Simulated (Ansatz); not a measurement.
**Geometry relaxation of Si2H5SOF (part 2 of 3)**

Si2H5SOF, SMILES O[SiH2]S[SiH2]F; RKS PBE-D4/def2-SVP (Ansatz 0.2.0). The geometry: force-field start.

Geometry of the input (Å):
```
O  -2.7476  -0.3324  0.1844
Si -1.1076  -0.5576  -0.1176
S  -0.2282  1.2163  0.5612
Si 1.7313  0.5009  0.0394
F  2.8317  1.5920  0.4238
H  -2.9390  0.5505  0.6038
H  -0.6391  -1.7213  0.6113
H  -0.9193  -0.7007  -1.5736
H  1.8157  0.2561  -1.4352
H  2.0273  -0.7432  0.7658
```

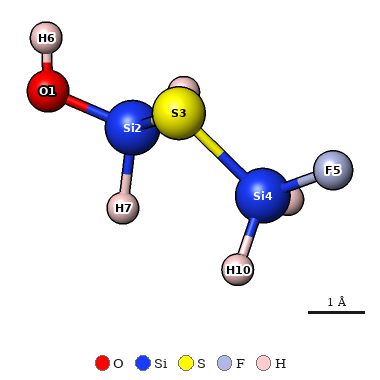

The geometry at step 18 of the log (ball-and-stick view, seen at a tilt; atoms are numbered from 1 in the order of the input).

**Trajectory as extended XYZ, continued**
```
10
Properties=species:S:1:pos:R:3:forces:R:3 step=6 energy=-31409.97489
O    -2.8545   -0.3003    0.2334   -0.0098  -0.0282  -0.0066
Si   -1.2496   -0.5764   -0.1381    0.0097   0.0043   0.0103
S    -0.1296    1.1714    0.5166    0.0024  -0.0020  -0.0059
Si    1.8582    0.5082    0.0294    0.0050   0.0119   0.0099
F     2.8644    1.7181    0.4718   -0.0127  -0.0160  -0.0063
H    -3.0685    0.5587    0.6342    0.0033   0.0242   0.0077
H    -0.7530   -1.8018    0.5768   -0.0021   0.0008  -0.0077
H    -1.0775   -0.7752   -1.6175   -0.0050  -0.0005  -0.0031
H     2.0091    0.2816   -1.4463    0.0057  -0.0002   0.0033
H     2.2263   -0.7237    0.8031    0.0034   0.0056  -0.0017
10
Properties=species:S:1:pos:R:3:forces:R:3 step=7 energy=-31409.97499
O    -2.8555   -0.3005    0.2357   -0.0108  -0.0036   0.0059
Si   -1.2512   -0.5770   -0.1386    0.0128  -0.0030   0.0026
S    -0.1295    1.1702    0.5154   -0.0019  -0.0049  -0.0067
Si    1.8591    0.5085    0.0299    0.0095   0.0079   0.0066
F     2.8633    1.7198    0.4721   -0.0100  -0.0099  -0.0030
H    -3.0669    0.5607    0.6342    0.0040   0.0039  -0.0016
H    -0.7545   -1.8036    0.5741   -0.0013   0.0029  -0.0049
H    -1.0818   -0.7764   -1.6185   -0.0037   0.0039  -0.0003
H     2.0129    0.2812   -1.4452    0.0015  -0.0008   0.0004
H     2.2294   -0.7223    0.8042   -0.0001   0.0036   0.0009
10
Properties=species:S:1:pos:R:3:forces:R:3 step=8 energy=-31409.97521
O    -2.8566   -0.3015    0.2460   -0.0114   0.0312   0.0260
Si   -1.2554   -0.5797   -0.1417    0.0121  -0.0042  -0.0079
S    -0.1293    1.1657    0.5094   -0.0071  -0.0013  -0.0051
Si    1.8624    0.5086    0.0319    0.0077  -0.0017   0.0000
F     2.8596    1.7255    0.4726   -0.0002   0.0040   0.0031
H    -3.0628    0.5665    0.6344    0.0073  -0.0308  -0.0186
H    -0.7563   -1.8087    0.5646   -0.0004   0.0015  -0.0034
H    -1.0969   -0.7761   -1.6236   -0.0011   0.0068   0.0054
H     2.0235    0.2775   -1.4417   -0.0035  -0.0038  -0.0034
H     2.2370   -0.7171    0.8115   -0.0033  -0.0018   0.0039
10
Properties=species:S:1:pos:R:3:forces:R:3 step=9 energy=-31409.97572
O    -2.8558   -0.3077    0.2753   -0.0064   0.0874   0.0586
Si   -1.2627   -0.5817   -0.1504   -0.0029  -0.0069  -0.0276
S    -0.1279    1.1598    0.4943   -0.0141   0.0092  -0.0025
Si    1.8698    0.5080    0.0376   -0.0027  -0.0272  -0.0110
F     2.8538    1.7376    0.4694    0.0172   0.0268   0.0105
H    -3.0596    0.5747    0.6353    0.0193  -0.0930  -0.0490
H    -0.7531   -1.8176    0.5347    0.0022  -0.0011   0.0041
H    -1.1335   -0.7679   -1.6372    0.0033   0.0175   0.0137
H     2.0450    0.2591   -1.4315   -0.0099  -0.0058  -0.0039
H     2.2492   -0.7037    0.8359   -0.0058  -0.0069   0.0072
10
Properties=species:S:1:pos:R:3:forces:R:3 step=10 energy=-31409.96987 accepted=F
O    -2.8464   -0.3420    0.3996    0.1332   0.6919   0.1310
Si   -1.2872   -0.5838   -0.1879   -0.2090  -0.0280  -0.0588
S    -0.1247    1.1458    0.4338    0.0000   0.0294   0.0001
Si    1.8938    0.5008    0.0642    0.0169  -0.0847  -0.0491
F     2.8323    1.7815    0.4462    0.0244   0.0265   0.0061
H    -3.0540    0.5978    0.6349    0.1455  -0.7621  -0.2162
H    -0.7230   -1.8438    0.4101   -0.0354   0.0436  -0.0172
H    -1.2775   -0.7138   -1.6958    0.0077   0.0466   0.1619
H     2.1194    0.1687   -1.3857   -0.0379   0.0028   0.0596
H     2.2925   -0.6506    0.9439   -0.0453   0.0341  -0.0175
10
Properties=species:S:1:pos:R:3:forces:R:3 step=11 energy=-31409.97904
O    -2.8394   -0.3335    0.3287    0.0545   0.0142   0.0520
Si   -1.2556   -0.5779   -0.1537   -0.0677   0.0313  -0.0203
S    -0.1323    1.1743    0.4779    0.0327  -0.0045   0.0208
Si    1.8651    0.5018    0.0445   -0.0168   0.0133   0.0035
F     2.8533    1.7362    0.4569    0.0066  -0.0076  -0.0066
H    -3.0593    0.5737    0.6058   -0.0093  -0.0463  -0.0376
H    -0.7181   -1.8200    0.5009   -0.0121   0.0235  -0.0231
H    -1.1596   -0.7217   -1.6472    0.0089  -0.0230   0.0020
H     2.0386    0.2240   -1.4206    0.0055  -0.0089   0.0157
H     2.2325   -0.6964    0.8700   -0.0022   0.0081  -0.0064
10
Properties=species:S:1:pos:R:3:forces:R:3 step=12 energy=-31409.98198
O    -2.8198   -0.3737    0.4154    0.0590   0.6196   0.0573
Si   -1.2539   -0.5582   -0.1652   -0.1256  -0.1084   0.0958
S    -0.1295    1.1898    0.4717    0.0398   0.0348  -0.0154
Si    1.8662    0.4979    0.0561    0.0013  -0.0168   0.0129
F     2.8663    1.7332    0.4419   -0.0334  -0.0427  -0.0234
H    -3.0832    0.5678    0.5540    0.1039  -0.6232  -0.1178
H    -0.6684   -1.8033    0.4453   -0.0422   0.0474  -0.0459
H    -1.2126   -0.6843   -1.6644   -0.0076   0.0410   0.0123
H     2.0412    0.1773   -1.4019    0.0009   0.0118   0.0376
H     2.2189   -0.6860    0.9104    0.0039   0.0365  -0.0135
10
Properties=species:S:1:pos:R:3:forces:R:3 step=13 energy=-31410.00895
O    -2.7772   -0.3985    0.4829   -0.1304   0.1923   0.0568
Si   -1.2423   -0.5227   -0.1624    0.0206  -0.0489  -0.0490
S    -0.1020    1.1933    0.5335    0.0715  -0.0064  -0.0105
Si    1.8779    0.4812    0.0796   -0.0599  -0.0027   0.0252
F     2.8835    1.7433    0.3368    0.0160  -0.0078  -0.0202
H    -3.1766    0.4936    0.4630    0.0619  -0.2082  -0.0374
H    -0.6612   -1.8055    0.3600    0.0001   0.0409  -0.0336
H    -1.2470   -0.5465   -1.6703    0.0079   0.0247   0.0485
H     1.9917    0.0578   -1.3576   -0.0061   0.0019   0.0187
H     2.2784   -0.6354    0.9976    0.0184   0.0142   0.0016
10
Properties=species:S:1:pos:R:3:forces:R:3 step=14 energy=-31410.02461
O    -2.7689   -0.4239    0.5065   -0.0172   0.0858   0.0366
Si   -1.2367   -0.4814   -0.1571    0.0546  -0.0589  -0.0295
S    -0.0721    1.1991    0.5943   -0.0671   0.0172   0.0150
Si    1.8831    0.4641    0.0997    0.0195   0.0031   0.0093
F     2.9033    1.7342    0.2426   -0.0048  -0.0230  -0.0203
H    -3.2527    0.4148    0.3942    0.0175  -0.0664  -0.0197
H    -0.6325   -1.7757    0.3040   -0.0116   0.0232  -0.0264
H    -1.2606   -0.4363   -1.6625   -0.0017   0.0299   0.0174
H     1.9333   -0.0357   -1.3162   -0.0116  -0.0145   0.0094
H     2.3292   -0.5987    1.0579    0.0224   0.0036   0.0081
10
Properties=species:S:1:pos:R:3:forces:R:3 step=15 energy=-31410.02225 accepted=F
O    -2.7164   -0.4368    0.5503   -0.6026   0.7131  -0.3001
Si   -1.2031   -0.4452   -0.1654   -0.1385   0.0951   0.0169
S    -0.0644    1.2167    0.6773    0.0300  -0.1428  -0.0323
Si    1.8633    0.4423    0.1400    0.3269   0.2549  -0.0885
F     2.9019    1.7224    0.1063   -0.2400  -0.3357  -0.0092
H    -3.2998    0.3337    0.3105    0.6187  -0.7761   0.2441
H    -0.5920   -1.7676    0.2038    0.0331   0.0915  -0.0348
H    -1.2776   -0.2861   -1.6661    0.0275  -0.0197   0.0980
H     1.8214   -0.1756   -1.2404   -0.0154   0.0348   0.1577
H     2.3920   -0.5431    1.1472   -0.0397   0.0849  -0.0518
10
Properties=species:S:1:pos:R:3:forces:R:3 step=16 energy=-31410.03424
O    -2.7594   -0.4306    0.5123    0.0000   0.0416   0.0016
Si   -1.2303   -0.4680   -0.1625    0.0257   0.0130  -0.0059
S    -0.0680    1.1890    0.6438   -0.0222  -0.0103   0.0130
Si    1.8803    0.4530    0.1186    0.0029   0.0164   0.0043
F     2.8922    1.7372    0.1684   -0.0005  -0.0356  -0.0184
H    -3.2668    0.3885    0.3658    0.0172  -0.0542  -0.0056
H    -0.6193   -1.7732    0.2526   -0.0186   0.0051  -0.0212
H    -1.2629   -0.3630   -1.6641   -0.0023   0.0104   0.0087
H     1.8836   -0.1091   -1.2762   -0.0144  -0.0131   0.0269
H     2.3757   -0.5632    1.1045    0.0123   0.0266  -0.0035
10
Properties=species:S:1:pos:R:3:forces:R:3 step=17 energy=-31410.04258
O    -2.7492   -0.4416    0.5121   -0.0188   0.0755  -0.0221
Si   -1.2211   -0.4481   -0.1669   -0.0023  -0.0332  -0.0122
S    -0.0630    1.1841    0.6978    0.0000  -0.0250  -0.0080
Si    1.8762    0.4489    0.1369    0.0842   0.0220  -0.0175
F     2.8948    1.7326    0.0946   -0.0931  -0.1094  -0.0159
H    -3.2801    0.3585    0.3427    0.0281  -0.0690   0.0135
H    -0.6139   -1.7699    0.1987    0.0060   0.0244  -0.0011
H    -1.2621   -0.3027   -1.6653    0.0104   0.0415   0.0163
H     1.8295   -0.1768   -1.2336   -0.0144   0.0182   0.0714
H     2.4140   -0.5245    1.1464   -0.0001   0.0552  -0.0244
10
Properties=species:S:1:pos:R:3:forces:R:3 step=18 energy=-31410.05145
O    -2.7430   -0.4594    0.4997    0.0028   0.0601  -0.0663
Si   -1.2117   -0.4293   -0.1743    0.0142   0.0485  -0.0231
S    -0.0571    1.1659    0.7656    0.0317  -0.0605   0.0235
Si    1.8685    0.4269    0.1625    0.1894   0.2099  -0.0798
F     2.8658    1.7261   -0.0169   -0.2129  -0.3117   0.0202
H    -3.2943    0.3234    0.3144    0.0321  -0.0672   0.0264
H    -0.5940   -1.7601    0.1424   -0.0317   0.0338  -0.0405
H    -1.2424   -0.1859   -1.6641   -0.0069  -0.0415   0.0776
H     1.7497   -0.2777   -1.1713    0.0243   0.0365   0.1598
H     2.4838   -0.4692    1.2052   -0.0429   0.0919  -0.0978
10
Properties=species:S:1:pos:R:3:forces:R:3 step=19 energy=-31410.05766
O    -2.7387   -0.4773    0.4754    0.0057   0.1389  -0.0865
Si   -1.2030   -0.3957   -0.1879   -0.0127  -0.0897  -0.0091
S    -0.0485    1.1363    0.8633    0.0038  -0.1140  -0.0822
Si    1.8602    0.4156    0.1904    0.4165   0.2710  -0.1309
F     2.8269    1.7193   -0.1434   -0.3696  -0.5062   0.1034
H    -3.3055    0.2999    0.3091    0.0595  -0.1005   0.0370
H    -0.5879   -1.7467    0.0466   -0.0367   0.0781  -0.0034
H    -1.2342   -0.0958   -1.6686    0.0154   0.0373   0.1088
H     1.6985   -0.4009   -1.0797   -0.0014   0.1380   0.2041
H     2.5573   -0.3940    1.2581   -0.0803   0.1472  -0.1411
10
Properties=species:S:1:pos:R:3:forces:R:3 step=20 energy=-31410.07027
O    -2.7560   -0.4819    0.4374    0.0003   0.1503  -0.0509
Si   -1.2082   -0.4122   -0.1974    0.0004   0.0215  -0.1032
S    -0.0467    1.0765    0.9044    0.0434  -0.0837   0.1011
Si    1.8758    0.4100    0.2194    0.2053   0.2417  -0.2668
F     2.7709    1.7238   -0.2370   -0.2694  -0.4372   0.1667
H    -3.2931    0.3252    0.3169    0.0782  -0.1364   0.0277
H    -0.6275   -1.7858   -0.0155   -0.0476   0.0919   0.0039
H    -1.2069   -0.0154   -1.6555    0.0017  -0.0608   0.0854
H     1.6645   -0.4638   -0.9996    0.0824   0.0666   0.1566
H     2.6525   -0.3159    1.2902   -0.0946   0.1459  -0.1204
10
Properties=species:S:1:pos:R:3:forces:R:3 step=21 energy=-31410.09769
O    -2.7716   -0.4545    0.3857    0.0079   0.0042  -0.0105
Si   -1.2053   -0.4185   -0.1954   -0.0122  -0.0723   0.0355
S    -0.0350    0.9640    1.0206    0.0318  -0.0370   0.0202
Si    1.8721    0.4074    0.2124    0.0718   0.0477   0.1190
F     2.6717    1.7419   -0.3023   -0.0448  -0.0455  -0.0260
H    -3.2728    0.3737    0.2971   -0.0530   0.0567   0.0006
H    -0.7031   -1.8182   -0.0291    0.0264   0.0027  -0.0180
H    -1.1312    0.0074   -1.6352    0.0172   0.0205  -0.0279
H     1.6697   -0.5116   -0.9560   -0.0063  -0.0297  -0.0479
H     2.7308   -0.2310    1.2656   -0.0388   0.0527  -0.0448
10
Properties=species:S:1:pos:R:3:forces:R:3 step=22 energy=-31410.11660
O    -2.8018   -0.4201    0.3222   -0.0023   0.1212  -0.0235
Si   -1.2092   -0.4392   -0.1889    0.0072  -0.0186   0.0584
S    -0.0187    0.8195    1.1506    0.1024  -0.0912  -0.1167
Si    1.8781    0.4026    0.2205    0.0514   0.1374   0.2390
F     2.5474    1.7678   -0.4026   -0.1169  -0.1560   0.0262
H    -3.2529    0.4430    0.2727    0.0306  -0.0684   0.0019
H    -0.7837   -1.8705   -0.0677    0.0034   0.0346  -0.0294
H    -1.0428    0.0533   -1.6041    0.0135  -0.0011   0.0413
H     1.6655   -0.5772   -0.8939    0.0224  -0.0359  -0.0634
H     2.8433   -0.1185    1.2546   -0.1115   0.0781  -0.1338
10
Properties=species:S:1:pos:R:3:forces:R:3 step=23 energy=-31410.12683
O    -2.8239   -0.3746    0.2640    0.0781   0.1912  -0.0357
Si   -1.2094   -0.4609   -0.1796   -0.0391   0.0416   0.0708
S    -0.0028    0.6767    1.2649    0.1849  -0.1860  -0.2529
Si    1.8757    0.3894    0.2338    0.1012   0.3442   0.2127
F     2.3790    1.7839   -0.4950   -0.1607  -0.3761   0.1536
H    -3.2187    0.5194    0.2527    0.0740  -0.1579  -0.0030
H    -0.8734   -1.9236   -0.1207    0.0025   0.1102  -0.0140
H    -0.9465    0.1012   -1.5589   -0.0082  -0.0502   0.1038
H     1.6928   -0.6559   -0.8269    0.0226  -0.0137  -0.0429
H     2.9524    0.0051    1.2289   -0.2553   0.0967  -0.1923
10
Properties=species:S:1:pos:R:3:forces:R:3 step=24 energy=-31410.14346
O    -2.8232   -0.3484    0.2590    0.0736   0.1092  -0.0363
Si   -1.2114   -0.4627   -0.1825   -0.0282   0.0027   0.0967
S     0.0146    0.6046    1.2894    0.0663  -0.1095  -0.1647
Si    1.8753    0.3774    0.2348    0.0439   0.2392   0.1082
F     2.3040    1.7770   -0.5195   -0.0757  -0.2431   0.0747
H    -3.1988    0.5521    0.2533    0.0354  -0.0868  -0.0008
H    -0.8938   -1.9269   -0.1435   -0.0211   0.0486  -0.0255
H    -0.9337    0.1115   -1.5499    0.0058  -0.0124   0.0555
H     1.7367   -0.6907   -0.8145    0.0203   0.0215   0.0135
H     2.9556    0.0668    1.2368   -0.1203   0.0304  -0.1212
10
Properties=species:S:1:pos:R:3:forces:R:3 step=25 energy=-31410.15508
O    -2.8323   -0.2916    0.2292    0.0947   0.0140   0.0014
Si   -1.2201   -0.5021   -0.1720   -0.0461   0.0768  -0.0704
S     0.0341    0.4548    1.3416    0.0253  -0.0326   0.0627
Si    1.8764    0.3879    0.2496   -0.0234  -0.0905  -0.1886
F     2.1635    1.7699   -0.5903   -0.0626  -0.0965   0.0839
H    -3.1405    0.6328    0.2529    0.0182  -0.0422   0.0054
H    -1.0079   -1.9856   -0.2252   -0.0024   0.0736   0.0606
H    -0.8622    0.1322   -1.4898    0.0018  -0.0370  -0.0278
H     1.8113   -0.7402   -0.7489    0.0284   0.0875   0.0350
H     3.0030    0.2024    1.2162   -0.0339   0.0468   0.0379
10
Properties=species:S:1:pos:R:3:forces:R:3 step=26 energy=-31410.15868
O    -2.8306   -0.2803    0.2289    0.0964  -0.0450  -0.0048
Si   -1.2189   -0.5041   -0.1623   -0.0229   0.0514  -0.0499
S     0.0463    0.4259    1.3576   -0.0053  -0.0165   0.0693
Si    1.8749    0.3863    0.2452   -0.0148  -0.1048  -0.1392
F     2.1393    1.7781   -0.5819   -0.0492  -0.0432   0.0443
H    -3.1388    0.6424    0.2214   -0.0132   0.0441   0.0159
H    -1.0238   -1.9881   -0.2082    0.0050   0.0367   0.0440
H    -0.8455    0.1239   -1.4780   -0.0027  -0.0238  -0.0382
H     1.8145   -0.7302   -0.7640    0.0280   0.0654   0.0239
H     3.0080    0.2067    1.2046   -0.0213   0.0357   0.0348
10
Properties=species:S:1:pos:R:3:forces:R:3 step=27 energy=-31410.16558
O    -2.8058   -0.2055    0.2077    0.0918  -0.0088  -0.0679
Si   -1.2013   -0.5269   -0.1538   -0.1817  -0.0169   0.0879
S     0.0708    0.2607    1.4438    0.0823  -0.0289  -0.1937
Si    1.8471    0.3726    0.2427    0.0879   0.0983  -0.0742
F     1.9462    1.7796   -0.6096   -0.0673  -0.2455   0.1506
H    -3.0602    0.7348    0.1880    0.0209  -0.0225   0.0276
H    -1.1104   -2.0244   -0.2254    0.0192   0.1193   0.0169
H    -0.7614    0.1090   -1.4478    0.0312  -0.0285   0.0250
H     1.8806   -0.7549   -0.7583   -0.0230   0.1044   0.0534
H     3.0197    0.3156    1.1761   -0.0612   0.0291  -0.0256
10
Properties=species:S:1:pos:R:3:forces:R:3 step=28 energy=-31410.17150
O    -2.8180   -0.1759    0.1957    0.1171  -0.0003  -0.0388
Si   -1.2198   -0.5403   -0.1498   -0.0330  -0.0039   0.0479
S     0.0933    0.1935    1.4398    0.0309  -0.0203  -0.0621
Si    1.8661    0.3660    0.2428   -0.0616   0.1874  -0.1189
F     1.8863    1.7845   -0.5955    0.0057  -0.2343   0.1239
H    -3.0473    0.7707    0.1766    0.0171  -0.0127   0.0267
H    -1.1611   -2.0365   -0.2117   -0.0210   0.0624  -0.0047
H    -0.7420    0.0816   -1.4372   -0.0099  -0.0332   0.0099
H     1.9263   -0.7436   -0.7721    0.0255   0.0613   0.0447
H     3.0415    0.3607    1.1747   -0.0709  -0.0063  -0.0286
10
Properties=species:S:1:pos:R:3:forces:R:3 step=29 energy=-31410.17699
O    -2.8119   -0.1513    0.1884    0.0692   0.0345  -0.0285
Si   -1.2242   -0.5583   -0.1513   -0.0225   0.0475   0.0164
S     0.0993    0.1586    1.4330   -0.0212  -0.0466  -0.0207
Si    1.8621    0.3685    0.2354   -0.0210   0.1640  -0.0322
F     1.8553    1.7917   -0.5865    0.0079  -0.1241   0.0427
H    -3.0093    0.8034    0.1974    0.0228  -0.0507   0.0198
H    -1.2028   -2.0522   -0.2084   -0.0229   0.0025   0.0057
H    -0.7257    0.0400   -1.4416   -0.0066  -0.0238   0.0024
H     1.9621   -0.7255   -0.7880    0.0091   0.0139   0.0201
H     3.0203    0.3856    1.1849   -0.0147  -0.0172  -0.0257
10
Properties=species:S:1:pos:R:3:forces:R:3 step=30 energy=-31410.18472
O    -2.7882   -0.0624    0.1589    0.1394   0.4090  -0.0224
Si   -1.2341   -0.6148   -0.1580   -0.1529   0.0719  -0.0057
S     0.1206   -0.0012    1.4397    0.0347  -0.0071  -0.0606
Si    1.8501    0.3891    0.2318   -0.0256   0.0857   0.0156
F     1.7231    1.8188   -0.5661   -0.0154  -0.0903   0.0403
H    -2.8836    0.9148    0.2332    0.0795  -0.4978  -0.0329
H    -1.3524   -2.1073   -0.1996   -0.0208   0.0545   0.0123
H    -0.6616   -0.0854   -1.4522   -0.0287  -0.0320   0.0673
H     2.0485   -0.6737   -0.8072   -0.0033   0.0097  -0.0052
H     3.0027    0.4826    1.1827   -0.0069  -0.0036  -0.0087
```
